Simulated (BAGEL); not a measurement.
**CASPT2(17,12)/6-31G(d) (density fitting with cc-pvqz-jkfit, spherical functions) run of NO2 (nitrogen dioxide)**

What is the energy change on altering one bond length of NO2 (nitrogen dioxide) at CASPT2(17,12)/6-31G* (density fitting with cc-pvqz-jkfit, spherical functions)? 

The calculation is run with BAGEL 1.2.2.

3 further runs of the same task are left out: 2 that didn't finish, 1 set aside as unsound or not needed.

### Step 1. The system as given

The species is NO2 (3 atoms), meant as a doublet with charge 0. As SMILES, `[O]N=O`. The coordinates come from a PBE0-D4/def2-TZVP relaxation.

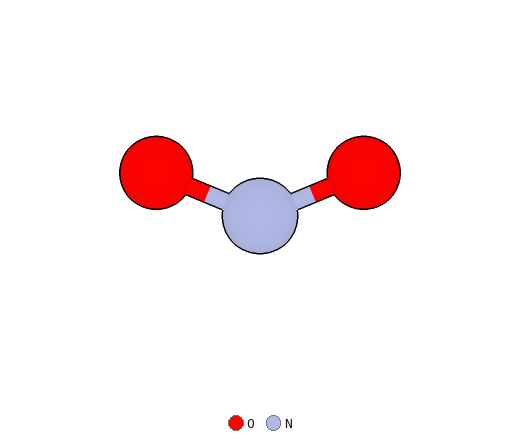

The structure, seen from a chosen angle (oxygen red, nitrogen light blue).

### Step 2. The energy at CASPT2(17,12)/6-31G(d) (density fitting with cc-pvqz-jkfit, spherical functions)

job.json reads:

```json
{ "bagel": [

{
  "title": "molecule",
  "basis": "6-31gs.json",
  "df_basis": "cc-pvqz-jkfit",
  "angstrom": true,
  "geometry": [
    { "atom": "O", "xyz": [    0.209760,   -1.082190,    0.000620 ] },
    { "atom": "N", "xyz": [   -0.265470,   -0.009110,   -0.145890 ] },
    { "atom": "O", "xyz": [    0.055690,    1.091300,    0.145270 ] }
  ]
},
{
  "title": "hf",
  "charge": 1
},
{
  "title": "casscf",
  "nstate": 1,
  "nact": 12,
  "nclosed": 3,
  "nspin": 1,
  "maxiter": 200,
  "natocc": true
},
{
  "title": "print",
  "file": "orbitals.molden",
  "orbitals": true
},
{
  "title": "smith",
  "method": "caspt2",
  "ms": true,
  "xms": true,
  "sssr": true,
  "shift": 0.0,
  "ncore": 3
}

]}
```

The basis set 6-31G* is read from a file made from the Basis Set Exchange's data (not shown).

Launch:

```
$ BAGEL_NUM_THREADS=1 BAGEL job.json > job.out
```

The log of the run:

```text
* using 1 threads per process

  ===============================================================
  ===============================================================

  *** Geometry ***

  { "atom" : "O", "xyz" : [      0.396389,     -2.045043,      0.001172 ] },
  { "atom" : "N", "xyz" : [     -0.501666,     -0.017215,     -0.275692 ] },
  { "atom" : "O", "xyz" : [      0.105239,      2.062258,      0.274521 ] },

  Number of auxiliary basis functions:      318

  Since a DF basis is specified, we compute 2- and 3-index integrals:
    o Being stored without compression. Storage requirement is 0.004 GB

  Number of basis functions:       42
  Number of electrons      :       23

    * METHOD: MOLECULE                             0.06

  *** RHF ***

  === Nuclear Repulsion ===
    65.6205621695

      * DIIS with orbital gradients will be used.

[... 6 lines left out ...]
    * SCF iteration converged.
[... 1 line left out ...]
    * Permanent dipole moment:
[... 22 lines left out ...]
    * Second-order optimization converged. *
[... 17 lines left out ...]
     * ci vector, state   0, <S^2> = 0.7500
[... 7 lines left out ...]
    * METHOD: CASSCF                              64.08

    * METHOD: PRINT                                0.00

  === SMITH program ===

    * freezing 3 orbitals

    * Approximate memory requirement for SMITH calulation per MPI process:
      o Storage requirement for T-amplitude, lambda, and residual is 0.00 GB
      o Storage requirement for MO integrals is 0.00 GB
    * Calculating and saving rdm4f

    * Third and Fock-weighted fourth order RDM ( 1, 1) evaluation
      will be done with 2 passes

    * Zeroth order energy : state  0      -14.6985477761

    * CASPT2 iteration is performed using redundant basis

      ---- iteration ----

        0    -0.33601073     0.00880523      0.99
        1    -0.33703206     0.00046279      0.99
        2    -0.33703756     0.00003200      1.00
        3    -0.33703758     0.00000226      0.97
        4    -0.33703758     0.00000021      0.97

      -------------------

    * CASPT2 energy : state  0     -204.5472298865
        reference weight              0.9181696302

    * METHOD: SMITH                               72.07

  ===============================================================
```

Wall time 2.3 min (1 thread of Arm Neoverse V1, shared host); peak memory 13 GiB.

### Step 3. The distorted shape at the same level

input.json reads:

```json
{ "bagel": [

{
  "title": "molecule",
  "basis": "6-31gs.json",
  "df_basis": "cc-pvqz-jkfit",
  "angstrom": true,
  "geometry": [
    { "atom": "O", "xyz": [    0.113421,   -1.412283,   -0.086720 ] },
    { "atom": "N", "xyz": [   -0.361809,   -0.339203,   -0.233230 ] },
    { "atom": "O", "xyz": [    0.055690,    1.091300,    0.145270 ] }
  ]
},
{ "title": "hf", "charge": 1 },
{ "title": "casscf", "nstate": 1, "nact": 12, "nclosed": 3, "nspin": 1, "maxiter": 200, "natocc": true },
{ "title": "print", "file": "orbitals.molden", "orbitals": true },
{ "title": "smith", "method": "caspt2", "ms": true, "xms": true, "sssr": true, "shift": 0.0, "ncore": 3 }

]}
```

The basis set 6-31G* is read from a file made from the Basis Set Exchange's data (not shown).

Launch:

```
$ BAGEL_NUM_THREADS=1 BAGEL input.json > input.out
```

The log of the run:

```text
* using 1 threads per process

  ===============================================================
  ===============================================================

  *** Geometry ***

  { "atom" : "O", "xyz" : [      0.214335,     -2.668828,     -0.163877 ] },
  { "atom" : "N", "xyz" : [     -0.683720,     -0.641001,     -0.440741 ] },
  { "atom" : "O", "xyz" : [      0.105239,      2.062258,      0.274521 ] },

  Number of auxiliary basis functions:      318

  Since a DF basis is specified, we compute 2- and 3-index integrals:
    o Being stored without compression. Storage requirement is 0.004 GB

  Number of basis functions:       42
  Number of electrons      :       23

    * METHOD: MOLECULE                             0.06

  *** RHF ***

  === Nuclear Repulsion ===
    57.7962828018

      * DIIS with orbital gradients will be used.

[... 6 lines left out ...]
    * SCF iteration converged.
[... 1 line left out ...]
    * Permanent dipole moment:
[... 22 lines left out ...]
    * Second-order optimization converged. *
[... 37 lines left out ...]
     * ci vector, state   0, <S^2> = 0.7500
[... 14 lines left out ...]
    * METHOD: CASSCF                              86.54

    * METHOD: PRINT                                0.00

  === SMITH program ===

    * freezing 3 orbitals

    * Approximate memory requirement for SMITH calulation per MPI process:
      o Storage requirement for T-amplitude, lambda, and residual is 0.00 GB
      o Storage requirement for MO integrals is 0.00 GB
    * Calculating and saving rdm4f

    * Third and Fock-weighted fourth order RDM ( 1, 1) evaluation
      will be done with 2 passes

    * Zeroth order energy : state  0      -13.8512857512

    * CASPT2 iteration is performed using redundant basis

      ---- iteration ----

        0    -0.33555201     0.00870709      0.94
        1    -0.33648662     0.00043634      0.96
        2    -0.33649123     0.00003101      0.95
        3    -0.33649125     0.00000229      0.95
        4    -0.33649125     0.00000022      0.95

      -------------------

    * CASPT2 energy : state  0     -204.5021192543
        reference weight              0.9139019159

    * METHOD: SMITH                               73.83

  ===============================================================
```

Wall time 2.7 min (1 thread of Arm Neoverse V1, shared host); peak memory 13 GiB.

### Step 4. Results

At CASPT2(17,12)/6-31G* (density fitting with cc-pvqz-jkfit, spherical functions), 3 core orbitals frozen:

| quantity | value |
| --- | --- |
| first shape: total energy | -204.54723 Eh |
| distorted shape: total energy | -204.50212 Eh |
| energy change with the N2–O3 bond stretched from 1.183 to 1.538 Å | 1.228 eV |

**Reading.** With the N2–O3 bond stretched from 1.183 to 1.538 Å the energy rises by 1.23 eV (118 kJ/mol). The first shape isn't relaxed at this level, so the change isn't measured from a minimum.
